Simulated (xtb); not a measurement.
Run report: Al$_{2}$H$_{3}$SOF, geometry relaxation (part 1 of 2)

The run: geometry relaxation of Al$_{2}$H$_{3}$SOF, SMILES [OH][Al]([SH])[AlH][F]. Method and program: GFN2-xTB (xtb 6.7.1 later snapshot).

The geometry comes from this level: GFN2-xTB.

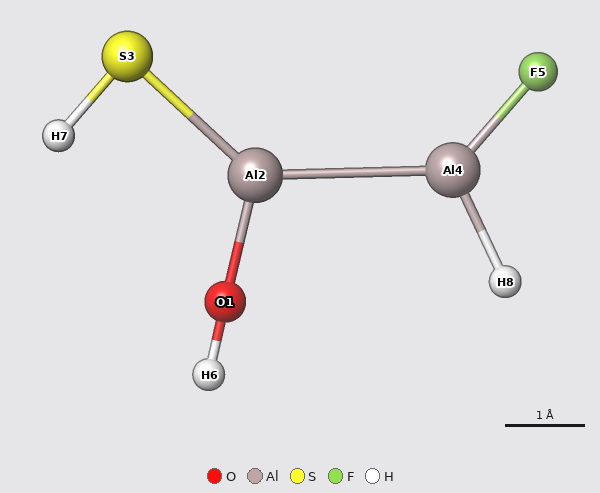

*The input geometry (ball-and-stick view, seen on its broad side; atoms are numbered from 1 in the order of the input). Sticks mark near contacts.*

Bond lengths as drawn: Al–Al 2.51 Å, Al–F 1.65 Å, Al–H 1.56 Å, Al–O 1.65 Å, Al–S 2.22 Å, H–O 0.95 Å and H–S 1.33 Å.

## The input (struc.tmol)
```
$coord
     -2.832453796418     -0.868234667959     -0.743267079338  o
     -0.537438109844      0.742832442329      0.622249018317  al
     -1.471850986687      3.942686791897      3.167596724620  s
      3.444101451175     -1.283048449576     -0.952762117514  al
      6.460028757033     -0.560776227483     -0.607169003842  f
     -4.140163171920     -1.804575065450     -1.533607236440  h
     -3.899752214345      3.495067364757      2.683978014806  h
      2.977528071005     -3.663952188514     -2.637037217870  h
$end
```

Run on 1 thread of Arm Neoverse V1, 24 GiB of memory available, shared host.

Launched with:
```bash
xtb struc.tmol --gfn 2 --ohess > run.log 2> xtb.err
```

## Output
```
* xtb version 6.7.1
   ID    Z sym.   atoms
    1    8 o      1
    2   13 al     2, 4
    3   16 s      3
    4    9 f      5
    5    1 h      6-8

           -------------------------------------------------
          |                Calculation Setup                |
           -------------------------------------------------

          program call               : xtb struc.tmol --gfn 2 --ohess
          coordinate file            : struc.tmol
          omp threads                :                     1

           -------------------------------------------------
          |                 G F N 2 - x T B                 |
           -------------------------------------------------

      * Hamiltonian:
        H0-scaling (s, p, d)           1.850000    2.230000    2.230000
        zeta-weighting                 0.500000
      * Dispersion:
        s8                             2.700000
        a1                             0.520000
        a2                             5.000000
        s9                             5.000000
      * Repulsion:
        kExp                           1.500000    1.000000
        rExp                           1.000000
      * Coulomb:
        alpha                          2.000000
        third order                    shell-resolved
        anisotropic                    true
        a3                             3.000000
        a5                             4.000000
        cn-shift                       1.200000
        cn-exp                         4.000000
        max-rad                        5.000000

          ...................................................
          :                      SETUP                      :
          :.................................................:
          :  # basis functions                  41          :
          :  # atomic orbitals                  38          :
          :  # shells                           16          :
          :  # electrons                        28          :
          :  max. iterations                   250          :
          :  Hamiltonian                  GFN2-xTB          :
          :  restarted?                      false          :
          :  GBSA solvation                  false          :
          :  PC potential                    false          :
          :  electronic temp.          300.0000000     K    :
          :  accuracy                    1.0000000          :
          :  -> integral cutoff          0.2500000E+02      :
          :  -> integral neglect         0.1000000E-07      :
          :  -> SCF convergence          0.1000000E-05 Eh   :
          :  -> wf. convergence          0.1000000E-03 e    :
          :  Broyden damping             0.4000000          :
          :  net charge                          0          :
          :  unpaired electrons                  0          :
          ...................................................

 iter      E             dE          RMSdq      gap      omega  full diag
   1    -15.9262879 -0.159263E+02  0.198E+01    2.54       0.0  T
   2    -15.9667257 -0.404378E-01  0.107E+01    2.78       1.0  T
   3    -15.9696175 -0.289181E-02  0.417E+00    3.09       1.0  T
   4    -15.9803442 -0.107268E-01  0.142E+00    3.01       1.0  T
   5    -15.9806620 -0.317725E-03  0.745E-01    3.02       1.0  T
   6    -15.9810495 -0.387527E-03  0.255E-01    3.01       1.0  T
   7    -15.9810574 -0.793003E-05  0.125E-01    3.02       1.0  T
   8    -15.9810613 -0.391486E-05  0.747E-02    3.02       1.0  T
   9    -15.9810645 -0.318512E-05  0.377E-02    3.02       1.0  T
  10    -15.9810651 -0.604601E-06  0.989E-03    3.02       3.6  T
  11    -15.9810652 -0.634180E-07  0.421E-03    3.02       8.4  T
  12    -15.9810652 -0.849915E-08  0.157E-03    3.02      22.5  T
  13    -15.9810652 -0.134176E-08  0.857E-04    3.02      41.2  T
  14    -15.9810652 -0.263890E-09  0.146E-04    3.02     242.1  T

   *** convergence criteria satisfied after 14 iterations ***

         #    Occupation            Energy/Eh            Energy/eV
      -------------------------------------------------------------
         1        2.0000           -0.8135600             -22.1381
       ...           ...                  ...                  ...
         8        2.0000           -0.4969545             -13.5228
         9        2.0000           -0.4885640             -13.2945
        10        2.0000           -0.4796246             -13.0512
        11        2.0000           -0.4686041             -12.7514
        12        2.0000           -0.4310152             -11.7285
        13        2.0000           -0.3885024             -10.5717
        14        2.0000           -0.3674522              -9.9989 (HOMO)
        15                         -0.2563310              -6.9751 (LUMO)
        16                         -0.2455133              -6.6808
        17                         -0.2312684              -6.2931
        18                         -0.1906621              -5.1882
        19                         -0.1776483              -4.8341
       ...                                ...                  ...
        38                          1.8263722              49.6981
      -------------------------------------------------------------
                  HL-Gap            0.1111212 Eh            3.0238 eV
             Fermi-level           -0.3118916 Eh           -8.4870 eV

 SCC (total)                   0 d,  0 h,  0 min,  0.007 sec
 SCC setup                      ...        0 min,  0.000 sec (  0.813%)
 Dispersion                     ...        0 min,  0.000 sec (  0.335%)
 classical contributions        ...        0 min,  0.000 sec (  0.080%)
 integral evaluation            ...        0 min,  0.001 sec ( 13.249%)
 iterations                     ...        0 min,  0.005 sec ( 62.413%)
 molecular gradient             ...        0 min,  0.002 sec ( 22.047%)
 printout                       ...        0 min,  0.000 sec (  0.888%)

         :::::::::::::::::::::::::::::::::::::::::::::::::::::
         ::                     SUMMARY                     ::
         :::::::::::::::::::::::::::::::::::::::::::::::::::::
         :: total energy             -15.900321589409 Eh    ::
         :: gradient norm              0.000761304949 Eh/a0 ::
         :: HOMO-LUMO gap              3.023761581675 eV    ::
         ::.................................................::
         :: SCC energy               -15.981060060308 Eh    ::
         :: -> isotropic ES            0.079258516052 Eh    ::
         :: -> anisotropic ES          0.004913759154 Eh    ::
         :: -> anisotropic XC         -0.006090437374 Eh    ::
         :: -> dispersion             -0.004128217062 Eh    ::
         :: repulsion energy           0.080738470900 Eh    ::
         :: add. restraining           0.000000000000 Eh    ::
         :: total charge               0.000000000000 e     ::
         :::::::::::::::::::::::::::::::::::::::::::::::::::::

      -----------------------------------------------------------
     |                   =====================                   |
     |                        A N C O P T                        |
     |                   =====================                   |
     |               Approximate Normal Coordinate               |
     |                Rational Function Optimizer                |
      -----------------------------------------------------------

          ...................................................
          :                      SETUP                      :
          :.................................................:
          :   optimization level            normal          :
          :   max. optcycles                   200          :
          :   ANC micro-cycles                  20          :
          :   degrees of freedom                18          :
          :.................................................:
          :   RF solver                   davidson          :
          :   write xtbopt.log                true          :
          :   linear?                        false          :
          :   energy convergence         0.5000000E-05 Eh   :
          :   grad. convergence          0.1000000E-02 Eh/α :
          :   maximum RF displ.          1.0000000          :
          :   Hlow (freq-cutoff)         0.1000000E-01      :
          :   Hmax (freq-cutoff)         5.0000000          :
          :   S6 in model hess.         20.0000000          :
          ...................................................

generating ANC from exact Hessian ...
Using Lindh-Hessian (1995)
 Shifting diagonal of input Hessian by    1.0267138064463414E-002
 Lowest  eigenvalues of input Hessian
    0.010000    0.010040    0.010132    0.000000    0.000000    0.000000
    0.000000    0.000000    0.000000    0.010628    0.010770    0.011208
    0.012379    0.012752    0.014190    0.029233    0.056552    0.147341
 Highest eigenvalues
    0.327475    0.442111    0.673566    0.834961    1.370233    1.981353

........................................................................
.............................. CYCLE    1 ..............................
........................................................................

 iter      E             dE          RMSdq      gap      omega  full diag
   1    -15.9810652 -0.159811E+02  0.381E-05    3.02       0.0  T
   2    -15.9810652 -0.165201E-12  0.228E-05    3.02    1548.7  T
   3    -15.9810652  0.177636E-14  0.165E-05    3.02    2147.8  T
     SCC iter.                  ...        0 min,  0.001 sec
     gradient                   ...        0 min,  0.002 sec
 * total energy  :   -15.9003216 Eh     change       -0.1361045E-10 Eh
   gradient norm :     0.0007612 Eh/α   predicted     0.0000000E+00 (-100.00%)
   displ. norm   :     0.0271661 α      lambda       -0.4968505E-05
   maximum displ.:     0.0182276 α      in ANC's #1, #3, #4, ...

   *** GEOMETRY OPTIMIZATION CONVERGED AFTER 1 ITERATIONS ***

------------------------------------------------------------------------
 total energy gain   :        -0.0000000 Eh       -0.0000 kcal/mol
 total RMSD          :         0.0000000 a0        0.0000 Å
 total power (kW/mol):        -0.0000000 (step)   -0.0000 (real)
------------------------------------------------------------------------

 ANCopt (total)                0 d,  0 h,  0 min,  0.004 sec
 optimizer setup                ...        0 min,  0.000 sec (  1.498%)
 model hessian                  ...        0 min,  0.000 sec (  2.365%)
 ANC generation                 ...        0 min,  0.000 sec (  1.689%)
 coordinate transformation      ...        0 min,  0.000 sec (  0.201%)
 single point calculation       ...        0 min,  0.004 sec ( 85.808%)
 optimization log               ...        0 min,  0.000 sec (  1.938%)
 hessian update                 ...        0 min,  0.000 sec (  0.058%)
 rational function              ...        0 min,  0.000 sec (  2.335%)

================
 final structure:
================
$coord
       -2.83245379641800       -0.86823466795900       -0.74326707933800      o
       -0.53743810984400        0.74283244232900        0.62224901831700      al
       -1.47185098668700        3.94268679189700        3.16759672462000      s
        3.44410145117500       -1.28304844957600       -0.95276211751400      al
        6.46002875703300       -0.56077622748300       -0.60716900384200      f
       -4.14016317192000       -1.80457506545000       -1.53360723644000      h
       -3.89975221434500        3.49506736475700        2.68397801480600      h
        2.97752807100500       -3.66395218851400       -2.63703721787000      h
$end

 Bond Distances (Angstroems)
 ---------------------------
O1-Al2=1.6504        O1-H6=0.9483         Al2-O1=1.6504        Al2-S3=2.2195        Al2-Al4=2.5066       S3-Al2=2.2195
S3-H7=1.3313         Al4-Al2=2.5066       Al4-F5=1.6512        Al4-H8=1.5629        F5-Al4=1.6512        H6-O1=0.9483
H7-S3=1.3313         H8-Al4=1.5629
 O  H  Rav=0.9483 sigma=0.0000  Rmin=0.9483  Rmax=0.9483     1
 Al H  Rav=1.5629 sigma=0.0000  Rmin=1.5629  Rmax=1.5629     1
 Al O  Rav=1.6504 sigma=0.0000  Rmin=1.6504  Rmax=1.6504     1
 Al F  Rav=1.6512 sigma=0.0000  Rmin=1.6512  Rmax=1.6512     1
 Al Al Rav=2.5066 sigma=0.0000  Rmin=2.5066  Rmax=2.5066     1
 S  H  Rav=1.3313 sigma=0.0000  Rmin=1.3313  Rmax=1.3313     1
 S  Al Rav=2.2195 sigma=0.0000  Rmin=2.2195  Rmax=2.2195     1

 selected bond angles (degree)
 --------------------
H6-O1-Al2=179.48               S3-Al2-O1=119.73               Al4-Al2-O1=104.60              Al4-Al2-S3=135.67
H7-S3-Al2= 87.86               F5-Al4-Al2=132.58              H8-Al4-Al2=113.68              H8-Al4-F5=113.73

 selected dihedral angles (degree)
 ---------------------------------
S3-Al2-O1-H6=186.83           Al4-Al2-O1-H6=  7.48          H7-S3-Al2-O1=359.11           H7-S3-Al2-Al4=178.22
F5-Al4-Al2-O1=174.05          F5-Al4-Al2-S3=354.86          H8-Al4-Al2-O1=355.52          H8-Al4-Al2-S3=176.32
           -------------------------------------------------
          |                Final Singlepoint                |
           -------------------------------------------------

          ...................................................
          :                      SETUP                      :
          :.................................................:
          :  # basis functions                  41          :
          :  # atomic orbitals                  38          :
          :  # shells                           16          :
          :  # electrons                        28          :
          :  max. iterations                   250          :
          :  Hamiltonian                  GFN2-xTB          :
          :  restarted?                      false          :
          :  GBSA solvation                  false          :
          :  PC potential                    false          :
          :  electronic temp.          300.0000000     K    :
          :  accuracy                    1.0000000          :
          :  -> integral cutoff          0.2500000E+02      :
          :  -> integral neglect         0.1000000E-07      :
          :  -> SCF convergence          0.1000000E-05 Eh   :
          :  -> wf. convergence          0.1000000E-03 e    :
          :  Broyden damping             0.4000000          :
          :  net charge                          0          :
          :  unpaired electrons                  0          :
          ...................................................

 iter      E             dE          RMSdq      gap      omega  full diag
   1    -15.9810652 -0.159811E+02  0.288E-06    3.02       0.0  T
   2    -15.9810652 -0.177636E-13  0.168E-06    3.02   21002.7  T
   3    -15.9810652 -0.142109E-13  0.849E-07    3.02   41650.7  T

   *** convergence criteria satisfied after 3 iterations ***
```
